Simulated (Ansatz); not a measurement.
AgH3SSiZn (SMILES [SiH3][S][Zn][Ag])

```xyz
7

Ag   -2.8548    3.9143    2.4772
S     0.6897    1.3817    1.0261
Si    0.3261    1.9962   -0.9874
Zn   -1.0218    2.6079    1.7099
H    -0.8541    2.9312   -1.0293
H     1.4904    2.7302   -1.5667
H     0.0035    0.8399   -1.8758
```

Geometry: r2SCAN-D4/def2-SVP; core potentials replace the inner electrons of Ag.

The calculation used Ansatz, isolated molecule in a Gaussian basis; Kohn-Sham density functional theory, functional PBE0.

### What can the converged electron density and electron localisation function tell about the bonding?

Si–S (2.14 Å): ρ is about 0.81 e/Å³ halfway; the ELF peaks at about 0.90 between the atoms; a shared electron pair.
Zn–S (2.21 Å): ρ at the midpoint is about 0.62 e/Å³; the ELF peaks at about 0.85 in the valence shell of S, 0.9 Å from its nucleus, and is about 0.55 at the midpoint.
Zn–Ag (2.38 Å): ρ is about 0.46 e/Å³ halfway; the ELF is about 0.25 at the midpoint.
Si–H (1.51 Å): ρ is about 0.78 e/Å³ halfway; the ELF climbs to about 1 towards the hydrogen, as it does in any bond to H.

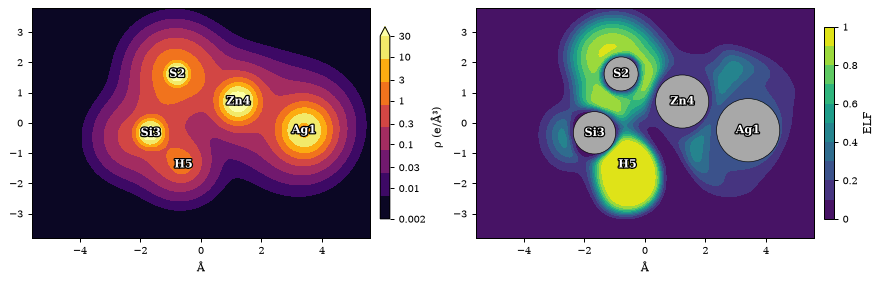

Computed electron density and electron localisation function on the plane of atoms Si3, S2 and Zn4, in this order. Grey discs cover the atomic cores in the ELF map. 
